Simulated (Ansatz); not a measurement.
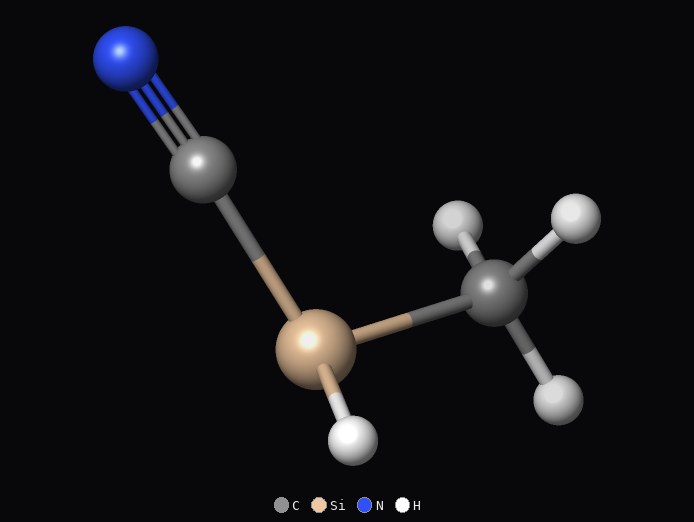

The picture shows a molecular structure as a ball-and-stick model. Double and triple bonds are drawn as two and three sticks.

Charge 0, doublet.

What does the picture show?

It has 8 atoms: 2 carbon, 4 hydrogen, 1 nitrogen and 1 silicon (C2H4NSi). Its SMILES string is `C[SiH]C#N`. It has no ring. Among its groups: nitrile, Si–H bond. This geometry has C1 symmetry. It is an open-shell species. Coordination: 1 C tetrahedral; 1 Si trigonal pyramidal; 1 C linear.

The parts below concern this one geometry. Atoms keep their numbers from picture to picture. The computed structure is the end point of a PBE0-D4/def2-TZVP optimisation.

**Shape**

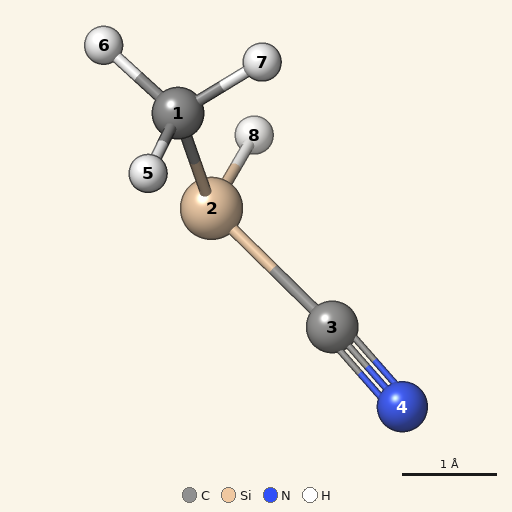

Numbered structure.

What are the angles Si2–C1–H5, Si2–C1–H6, Si2–C1–H7, H5–C1–H6, H5–C1–H7, H6–C1–H7, C1–Si2–C3, C1–Si2–H8, C3–Si2–H8, Si2–C3–N4?

```csv
angle,degrees
Si2–C1–H5,110.6
Si2–C1–H6,110.3
Si2–C1–H7,110.3
H5–C1–H6,108.6
H5–C1–H7,108.5
H6–C1–H7,108.6
C1–Si2–C3,110.3
C1–Si2–H8,114.8
C3–Si2–H8,107.7
Si2–C3–N4,175.9
```

**Electronic properties**

Method: UKS PBE0-D4/def2-QZVPP (Ansatz 0.2.0).

Predict the main results.

- HOMO energy (Kohn–Sham orbital): −6.70 eV
- ⟨S²⟩ of the determinant: 0.755
- dispersion correction: −12.3 kJ/mol

**Vibrations**

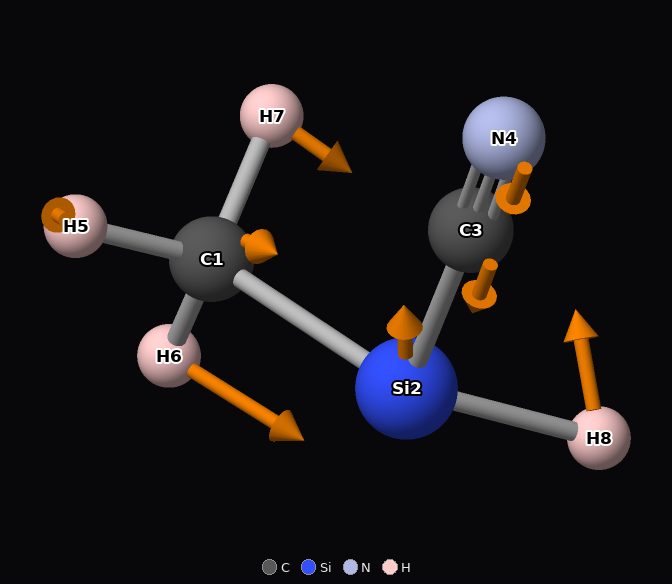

The arrows show one normal mode. Harmonic vibrations computed with UKS PBE0-D4/def2-TZVP (Ansatz 0.2.0) at a stationary point of the same level.

Question: What kind of motion is it?

Answer: Mostly C–Si stretching.

Question: Estimate its harmonic wavenumber.

Answer: 586 cm⁻¹; it is mode 6 of 18 counted from the lowest.

**Charges**

The questions are on Mulliken charges. Method: UKS PBE0-D4/def2-TZVP (Ansatz 0.2.0).

Give the Mulliken charges atom by atom.

| atom | value (e) |
| --- | --- |
| C1 | −0.48 |
| Si2 | 0.21 |
| C3 | −0.20 |
| N4 | −0.03 |
| H5 | 0.16 |
| H6 | 0.15 |
| H7 | 0.16 |
| H8 | 0.02 |

**Dipole moment**

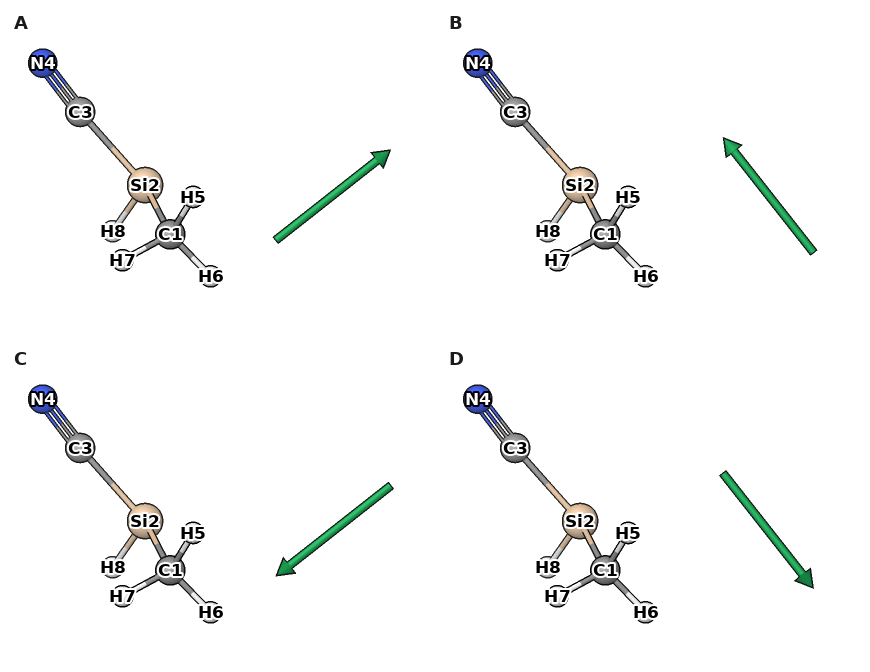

The same molecule four times, each with an arrow. Level of theory: UKS ωB97M-V/def2-TZVPP (Ansatz 0.2.0).

Question: Which arrow points along the dipole moment, from the negative to the positive end?

Answer: D. The dipole moment is 4.08 D; it points from the side of N4 to the side of H6 (the outermost atoms at the two ends).

Mulliken values depend strongly on the basis set and can even reverse the polarity of a bond.
